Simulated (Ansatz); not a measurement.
Converging the plane-wave cutoff: LiZn₃ (I4mm, 4 atoms in the cell)

```xyz
4
Lattice="0.0000 3.0201 3.0201 3.0201 0.0000 3.0201 3.0201 3.0201 0.0000" Properties=species:S:1:pos:R:3 pbc="T T T"
Li     0.0000     0.0000     0.0500
Zn     1.5101     1.5101     1.5101
Zn     4.5302     4.5302     4.5302
Zn     3.0201     3.0201     3.0201
```

Computed with LDA (PW92), default PAW files made with PBE (plane waves; Ansatz, a quantum-chemistry and plane-wave program).

Base settings: basis.ecutwfc = 30.9 Ry; kpoints.mp_grid.grid = 8 8 8; hamiltonian.xc = lda; hamiltonian.pseudopotentials = {kind: paw} (the program's default PAW files); scf.occupations.method = gaussian; scf.occupations.width = 0.0073 Ry.

The second cell is the first with its lattice scaled by 0.98.

The mesh stays at the base's, so the ladder's end is converged at best in this setting alone.

The first pressure column holds Ansatz's estimate of the finite-basis (Pulay) stress, which hides part of the cutoff error; the other is without it.

Only quantities that move along the ladder and can be compared are tabulated.

The count of work is k-points × plane waves × bands × iterations; it is no time. 

The starting cell comes from a database of computed structures (which also holds hypothetical and non-ambient phases and stackings), without a prior relaxation at this level. Its lattice was rescaled by up to half a per cent. One atom was moved a little off its site on purpose. In the base run, with a pressure of about -5 GPa the cell is away from its equilibrium volume at this level.

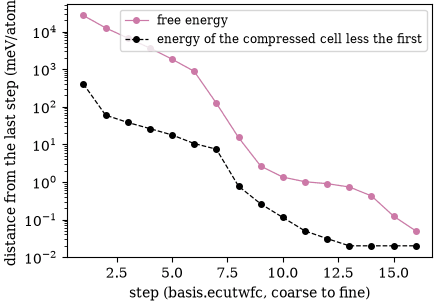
Figure. Distance from the last step along the ladder; very small values are drawn at a floor.

```tsv
basis.ecutwfc	free energy less the last step's (meV/atom)	energy of the compressed cell less the first (meV/atom)	pressure (GPa)	pressure without the Pulay estimate (GPa)	largest difference of a force vector from the last step's (eV/Å)	count of work / last
10.7 Ry	26749.35	388.26	2.14	-958.98	0.064	0.073
12.5 Ry	12555.90	-75.76	-10.11	-512.86	0.030	0.091
14 Ry	6714.95	22.45	-7.60	-313.36	0.075	0.094
15.4 Ry	3655.41	10.43	-3.41	-198.11	0.023	0.11
16.9 Ry	1842.67	-33.55	-4.22	-119.89	0.027	0.12
18.4 Ry	875.84	-26.27	-4.76	-69.43	0.003	0.15
21.7 Ry	124.26	-8.31	-3.62	-17.84	0.002	0.15
24.6 Ry	15.26	-14.98	-4.88	-6.86	0.000	0.19
27.9 Ry	2.65	-15.49	-4.86	-5.07	0.000	0.23
30.9 Ry	1.34	-15.64	-4.91	-4.95	0.000	0.27
33.8 Ry	1.01	-15.71	-4.92	-4.93	0.000	0.31
37.1 Ry	0.90	-15.73	-4.92	-4.93	0.000	0.35
41.5 Ry	0.73	-15.74	-4.92	-4.94	0.000	0.42
46.3 Ry	0.43	-15.75	-4.93	-4.95	0.000	0.50
54 Ry	0.12	-15.75	-4.92	-4.93	0.000	0.61
61.7 Ry	0.04	-15.75	-4.93	-4.93	0.000	0.76
74.2 Ry	0.00	-15.76	-4.93	-4.93	0.000	1.0
```

Coarsest basis.ecutwfc that holds the pressure without the Pulay estimate within 0.1 GPa of the last step, with all finer ones: 30.9 Ry, at 0.27 of the last step's count of work; the step before is off by 0.14 GPa.

Coarsest basis.ecutwfc that holds the free energy within 2 meV/atom of the last step, with all finer ones: 30.9 Ry, at 0.27 of the last step's count of work; the step before is off by 2.6 meV/atom.

Coarsest basis.ecutwfc that holds the energy of the compressed cell less the first within 0.2 meV/atom of the last step, with all finer ones: 30.9 Ry, at 0.27 of the last step's count of work; the step before is off by 0.26 meV/atom.

The energy difference between the two cells stays within 1 meV/atom of the last step's from 24.6 Ry on, the total only from 37.1 Ry on: much of the error is common to both cells and cancels.

At the lowest cutoff the pressure without the Pulay estimate lies 954 GPa under the last step's, the usual sign of Pulay stress in an incomplete plane-wave basis.

Keys are those of Ansatz 0.2.
